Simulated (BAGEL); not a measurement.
# CH6ClNSi (SMILES CN[SiH2]Cl) at PBE0/cc-pVDZ (density fitting with qzvpp-jkfit)

Aim: the energy change on altering one bond length of CH6ClNSi at PBE0/cc-pVDZ (density fitting with qzvpp-jkfit), from 2 runs. 

Program for the calculation: BAGEL 1.2.2.

## Step 1: The structure to begin with

CH6ClNSi has 10 atoms, charge 0, and is taken as a singlet. SMILES: `CN[SiH2]Cl`. Geometry: relaxed at PBE0-D4/def2-TZVP. This is one conformer, not always the lowest.

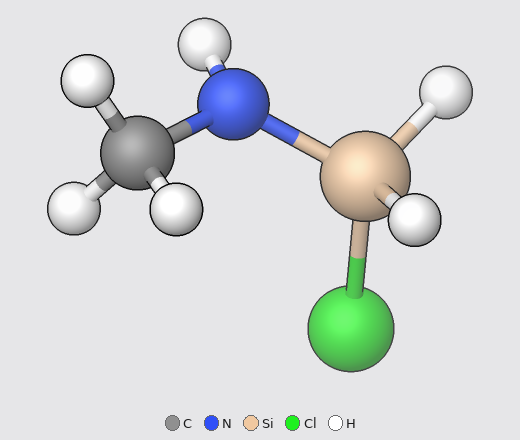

The structure, seen from a chosen angle (carbon grey, nitrogen blue, silicon light orange, chlorine green, hydrogen white).

## Step 2: A single-point energy at PBE0/cc-pVDZ (density fitting with qzvpp-jkfit)

Input file calc.json:

```json
{ "bagel": [

{
  "title": "molecule",
  "basis": "cc-pvdz.json",
  "df_basis": "qzvpp-jkfit",
  "angstrom": true,
  "geometry": [
    { "atom": "C", "xyz": [      -0.242300,       1.264400,       0.564800 ] },
    { "atom": "N", "xyz": [      -0.436700,       0.246400,      -0.448800 ] },
    { "atom": "Si", "xyz": [       0.477700,      -1.180400,      -0.542000 ] },
    { "atom": "Cl", "xyz": [       0.138000,      -2.533300,       0.993900 ] },
    { "atom": "H", "xyz": [      -0.833400,       1.088300,       1.470800 ] },
    { "atom": "H", "xyz": [      -0.494100,       2.254000,       0.174500 ] },
    { "atom": "H", "xyz": [       0.810100,       1.289000,       0.857400 ] },
    { "atom": "H", "xyz": [      -1.369300,       0.230400,      -0.831400 ] },
    { "atom": "H", "xyz": [       0.120300,      -1.874000,      -1.798300 ] },
    { "atom": "H", "xyz": [       1.912700,      -0.835900,      -0.438000 ] }
  ]
},

{
  "title": "ks",
  "xc_func": "pbe0"
},

{
  "title": "print",
  "file": "orbitals.molden",
  "orbitals": true
}

]}
```

The basis set cc-pVDZ is read from a file made from the Basis Set Exchange's data (not shown).

The run is started by

```
$ BAGEL_NUM_THREADS=1 BAGEL calc.json > calc.out
```

What it wrote:

```text
* using 1 threads per process

  ===============================================================
  ===============================================================

  *** Geometry ***

  { "atom" : "C", "xyz" : [     -0.457881,      2.389370,      1.067317 ] },
  { "atom" : "N", "xyz" : [     -0.825243,      0.465629,     -0.848109 ] },
  { "atom" : "Si", "xyz" : [      0.902722,     -2.230633,     -1.024232 ] },
  { "atom" : "Cl", "xyz" : [      0.260782,     -4.787243,      1.878199 ] },
  { "atom" : "H", "xyz" : [     -1.574898,      2.056589,      2.779409 ] },
  { "atom" : "H", "xyz" : [     -0.933714,      4.259443,      0.329757 ] },
  { "atom" : "H", "xyz" : [      1.530867,      2.435857,      1.620251 ] },
  { "atom" : "H", "xyz" : [     -2.587602,      0.435393,     -1.571118 ] },
  { "atom" : "H", "xyz" : [      0.227334,     -3.541347,     -3.398294 ] },
  { "atom" : "H", "xyz" : [      3.614479,     -1.579622,     -0.827700 ] },

  Number of auxiliary basis functions:      516

  Since a DF basis is specified, we compute 2- and 3-index integrals:
    o Being stored without compression. Storage requirement is 0.036 GB

  Number of basis functions:       94
  Number of electrons      :       50

    * METHOD: MOLECULE                             0.24

  *** Kohn-Sham DFT ***

    * Removing 19085 points whose weight is below 1.00e-10
    * Grid points: 129975

  === Nuclear Repulsion ===
   218.5267219920

       - DIIS with orbital gradients will be used.

  === KS iteration (pbe0 / cc-pvdz.json) ===
      0       -811.51718542          0.07798831           0.50
      1       -763.35742933          0.18007218           0.49
      2       -782.12683564          0.12234754           0.45
      3       -796.78537318          0.22134459           0.46
      4       -823.84944280          0.09674847           0.45
      5       -845.63572572          0.01572563           0.46
      6       -845.80319733          0.00719361           0.45
      7       -845.82986638          0.00321572           0.46
      8       -845.83774689          0.00108787           0.47
      9       -845.83843485          0.00030153           0.45
     10       -845.83849525          0.00004834           0.46
     11       -845.83849694          0.00002060           0.46
     12       -845.83849718          0.00000707           0.46
     13       -845.83849722          0.00000162           0.44
     14       -845.83849722          0.00000041           0.47
     15       -845.83849722          0.00000012           0.44
     16       -845.83849722          0.00000004           0.50
     17       -845.83849722          0.00000002           0.49
     18       -845.83849722          0.00000000           0.46
    * SCF iteration converged.

    * Permanent dipole moment:
           (    0.309845,    -0.838167,     0.317285) a.u.

    * METHOD: KS                                   9.61

    * METHOD: PRINT                                0.01

  ===============================================================
```

Wall time 10 s (1 thread of Intel Xeon 6975P-C (Granite Rapids), shared host); peak memory 0.58 GiB.

## Step 3: The distorted shape, same level

Input file input.json:

```json
{ "bagel": [

{
  "title": "molecule",
  "basis": "cc-pvdz.json",
  "df_basis": "qzvpp-jkfit",
  "angstrom": true,
  "geometry": [
    { "atom": "C", "xyz": [   -0.072446,    1.940867,   -0.203169 ] },
    { "atom": "N", "xyz": [   -0.266846,    0.922867,   -1.216769 ] },
    { "atom": "Si", "xyz": [    0.647554,   -0.503933,   -1.309969 ] },
    { "atom": "Cl", "xyz": [    0.138000,   -2.533300,    0.993900 ] },
    { "atom": "H", "xyz": [   -0.663546,    1.764767,    0.702831 ] },
    { "atom": "H", "xyz": [   -0.324246,    2.930467,   -0.593469 ] },
    { "atom": "H", "xyz": [    0.979954,    1.965467,    0.089431 ] },
    { "atom": "H", "xyz": [   -1.199446,    0.906867,   -1.599369 ] },
    { "atom": "H", "xyz": [    0.290154,   -1.197533,   -2.566269 ] },
    { "atom": "H", "xyz": [    2.082554,   -0.159433,   -1.205969 ] }
  ]
},
{
  "title": "ks",
  "xc_func": "pbe0"
},
{
  "title": "print",
  "file": "orbitals.molden",
  "orbitals": true
}

]}
```

The basis set cc-pVDZ is read from a file made from the Basis Set Exchange's data (not shown).

The run is started by

```
$ BAGEL_NUM_THREADS=1 BAGEL input.json > input.out
```

What it wrote:

```text
* using 1 threads per process

  ===============================================================
  ===============================================================

  *** Geometry ***

  { "atom" : "C", "xyz" : [     -0.136903,      3.667707,     -0.383934 ] },
  { "atom" : "N", "xyz" : [     -0.504266,      1.743966,     -2.299360 ] },
  { "atom" : "Si", "xyz" : [      1.223700,     -0.952295,     -2.475483 ] },
  { "atom" : "Cl", "xyz" : [      0.260782,     -4.787243,      1.878199 ] },
  { "atom" : "H", "xyz" : [     -1.253920,      3.334926,      1.328158 ] },
  { "atom" : "H", "xyz" : [     -0.612736,      5.537780,     -1.121494 ] },
  { "atom" : "H", "xyz" : [      1.851845,      3.714194,      0.169000 ] },
  { "atom" : "H", "xyz" : [     -2.266624,      1.713730,     -3.022369 ] },
  { "atom" : "H", "xyz" : [      0.548312,     -2.263009,     -4.849546 ] },
  { "atom" : "H", "xyz" : [      3.935457,     -0.301285,     -2.278951 ] },

  Number of auxiliary basis functions:      516

  Since a DF basis is specified, we compute 2- and 3-index integrals:
    o Being stored without compression. Storage requirement is 0.036 GB

  Number of basis functions:       94
  Number of electrons      :       50

    * METHOD: MOLECULE                             0.24

  *** Kohn-Sham DFT ***

    * Removing 17997 points whose weight is below 1.00e-10
    * Grid points: 131063

  === Nuclear Repulsion ===
   188.3707142656

       - DIIS with orbital gradients will be used.

  === KS iteration (pbe0 / cc-pvdz.json) ===
      0       -819.31524867          0.07941171           0.51
      1       -775.01270898          0.16015360           0.45
      2       -786.22905641          0.08959411           0.46
      3       -808.60096787          0.14091782           0.46
      4       -828.74135218          0.06013673           0.45
      5       -843.75695199          0.04263448           0.45
      6       -845.43250664          0.01566038           0.48
      7       -845.64851607          0.00743983           0.46
      8       -845.74359295          0.00294977           0.46
      9       -845.73961767          0.00266634           0.46
     10       -845.75285649          0.00071189           0.45
     11       -845.75339511          0.00012072           0.46
     12       -845.75340765          0.00004686           0.46
     13       -845.75340958          0.00001052           0.46
     14       -845.75340969          0.00000464           0.47
     15       -845.75340971          0.00000200           0.47
     16       -845.75340971          0.00000103           0.47
     17       -845.75340971          0.00000024           0.47
     18       -845.75340971          0.00000007           0.46
     19       -845.75340971          0.00000003           0.45
     20       -845.75340971          0.00000002           0.47
     21       -845.75340971          0.00000000           0.44
    * SCF iteration converged.

    * Permanent dipole moment:
           (    0.099171,    -2.452143,     1.713285) a.u.

    * METHOD: KS                                  10.97

    * METHOD: PRINT                                0.01

  ===============================================================
```

Run time: 11 s. Hardware: 1 thread of Intel Xeon 6975P-C (Granite Rapids), shared host; peak memory 0.58 GiB.

## Step 4: What came out

At PBE0/cc-pVDZ (density fitting with qzvpp-jkfit):

```
                                                           quantity          value
                                          first shape: total energy  -845.83850 Eh
                                         first shape: dipole moment         2.41 D
                                           first shape: HOMO energy       -7.16 eV
                                           first shape: LUMO energy        1.13 eV
                                         first shape: HOMO–LUMO gap        8.30 eV
                                      distorted shape: total energy  -845.75341 Eh
                                     distorted shape: dipole moment         7.61 D
                                       distorted shape: HOMO energy       -6.72 eV
                                       distorted shape: LUMO energy       -2.79 eV
                                     distorted shape: HOMO–LUMO gap        3.92 eV
energy change with the Si3–Cl4 bond stretched from 2.075 to 3.112 Å       2.315 eV
```

In words: One bond (distorted shape) is far stretched, which a spin-restricted single reference describes badly; a broken-symmetry solution may lie lower. With the Si3–Cl4 bond stretched from 2.075 to 3.112 Å the energy rises by 2.32 eV (223 kJ/mol). The first shape isn't relaxed at this level, so the change isn't measured from a minimum. A restricted reference can't describe the breaking bond well at this length.
